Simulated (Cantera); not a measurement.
Feed: 1 mol c-C₄F₈, 0.16 mol H₂, 0.37 mol CH₄, at 133 Pa.

These are equilibrium values from Cantera (NASA tables, ideal gas, pure condensed phases), not measurements of a reactor. Candidate condensed phases: C, C₆H₆, C₇H₈, C₈H₁₈; 110 gas species. Ions and electrons are included (thermal ionisation). The feed counts by its element totals alone. Kinetics and transport are ignored.

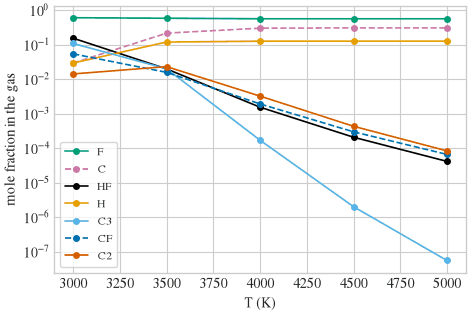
Equilibrium gas composition (values under 1e-9 drawn at 1e-9)

### Question
Read off the mole fractions at 4500 K.

### Answer
F about 0.56, C about 0.31, H about 0.13, C₂ about 0.00043, CF about 0.00030, HF about 0.00021, C₃ about 2.0e-6.
